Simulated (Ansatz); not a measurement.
## Thickness series in TiTe2

The parent structure is TiTe$_{2}$ in the CdI2 type structure (space group P-3m1, No. 164; a = 3.6973 Å, c = 6.3840 Å; layered, stacked along the Cartesian z axis).

Free-standing slabs (3 atom(s) a layer) normal to the stacking axis with 15 Å of vacuum; in-plane cell relaxed.

All numbers come from Kohn–Sham DFT with the PBE-D3(BJ) functional, run in Ansatz (an electronic-structure program) with PAW and 420 eV plane waves, no spin-orbit coupling.

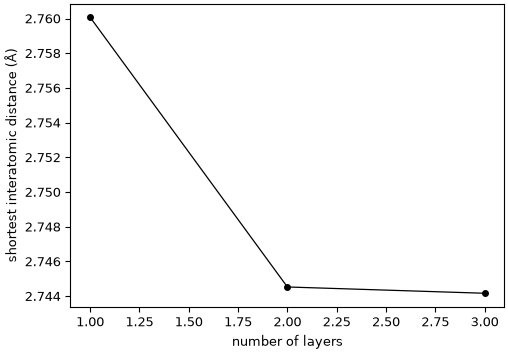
Fig. 1. Shortest interatomic distance against number of layers

```
number of layers  shortest interatomic distance
----------------  -----------------------------
1                                       2.760 Å
2                                       2.745 Å
3                                       2.744 Å
```

No phonon test of stability was made. All final runs are without spin polarisation.
